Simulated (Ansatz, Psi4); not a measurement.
## How methods differ on C2H4FGa (SMILES C=[CH][GaH][F])

The species is C2H4FGa (8 atoms), meant as a singlet with charge 0. As SMILES, `C=[CH][GaH][F]`. Geometry: relaxed at PBE0-D4/def2-TZVP. This is one conformer, not always the lowest.

Quantity: the electronic atomisation energy, in eV. The values are calculated. Electronic energies at fixed atoms, without zero-point motion or spin-orbit coupling.

```tsv
level	kind	program	value (eV)	less CCSD(T)/cc-pVDZ	CPU time (all runs)
BLYP/cc-pVDZ	GGA	Ansatz	29.35	+1.30	12 s
PBE/cc-pVDZ	GGA	Psi4	30.29	+2.24	59 s
revPBE/cc-pVDZ	GGA	Ansatz	29.24	+1.19	12 s
BHLYP/cc-pVDZ	global hybrid	Ansatz	28.53	+0.48	13 s
CAM-B3LYP/cc-pVDZ	range-separated hybrid	Ansatz	29.72	+1.67	14 s
HSE06/cc-pVDZ	range-separated hybrid	Ansatz	29.71	+1.66	15 s
RPA@PBE0/cc-pVDZ	RPA	Ansatz	27.25	-0.80	20 s
CCSD(T)/cc-pVDZ	coupled cluster or CI	Psi4	28.05	0.00	54 s
```

Differences are taken from CCSD(T)/cc-pVDZ for orientation; it has basis-set and higher-order errors of its own. All-electron rows without a relativistic Hamiltonian named are non-relativistic. Correlated wave functions underbind in double-zeta sets. The values span 27.25 to 30.29 eV. In the correlated wave-function rows the outer d shell of Ga is correlated, in sets not made for it. In so small a basis fixed costs decide the times, and correlated methods can beat functionals. Times are those of the runs behind each value, whatever else they computed, on shared processors of several kinds: orders of magnitude only.

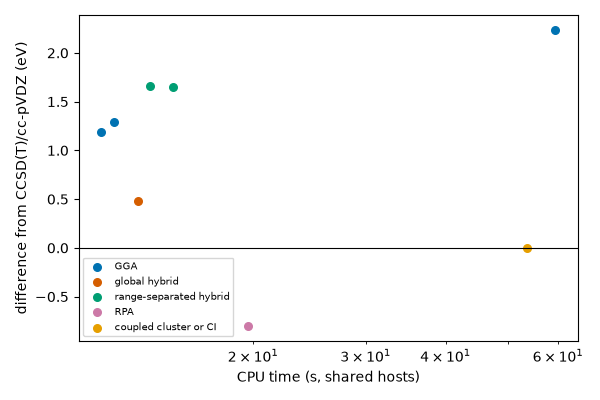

Difference from CCSD(T)/cc-pVDZ against processor time, one point a level.
